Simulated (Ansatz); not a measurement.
The starting structures come from a database of crystals and need not be the phases stable at ambient conditions.

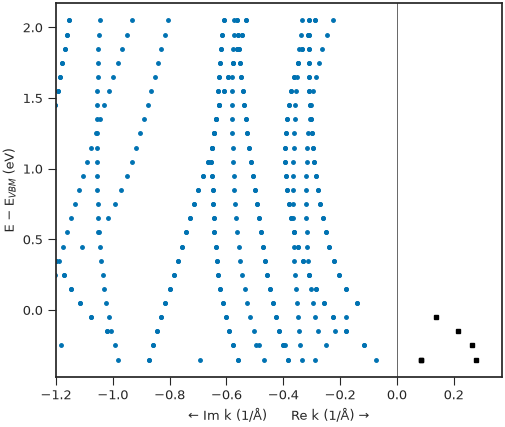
Fig. 1. Complex bands at the centre of the two-dimensional zone; PBEsol run with Ansatz (a first-principles code)

The gap is the functional's own. No spin-orbit coupling. Mid-gap values are interpolated on the energy grid.

Problem. This is Tl₂TeBr₆ (P4/mnc, not sure to be the ambient phase, 18 atoms a cell, 34.5 Å³ an atom) along the normal of (001). Read off the slowest decay at the centre of the two-dimensional zone at 0.95 eV, the computed energy nearest the middle of the gap.

Solution. κ ≈ 0.29 1/Å, a decay length 1/(2κ) of the density of 1.8 Å.
